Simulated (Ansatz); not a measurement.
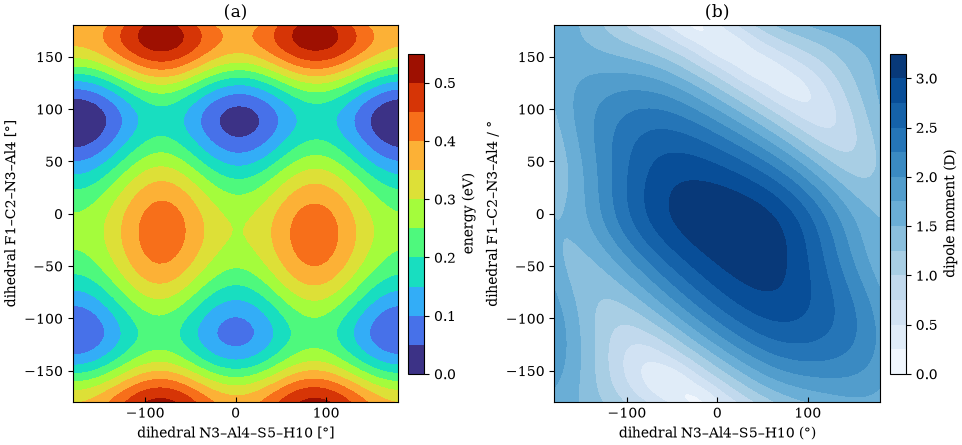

CH₅AlFNS, SMILES FC[NH][AlH][SH]. 
- First axis: dihedral N3–Al4–S5–H10. Second axis: dihedral F1–C2–N3–Al4.
- Nothing is relaxed (all other coordinates rigid).
- The scan uses an 18 × 18 grid.
- Points are written as (first, second).
- Energies: eV, counted from the relaxed molecule at the same level.
- All numbers below come from RKS PBE0-D4/def2-SVP (Ansatz 0.2.0).

Panel (a) is the energy and panel (b) the computed dipole moment on the same grid.

The picture shows filled contours. Between grid points the surface is interpolated.

Q: How does the dipole moment vary over the map, and what is it at the lowest grid point?

A: Leaving out the highest fifth of the energies, it runs from 0.33 D at (−40°, −160°) to 3.22 D at (20°, −20°). At the lowest grid point, (−180°, 80°), it is 1.39 D.
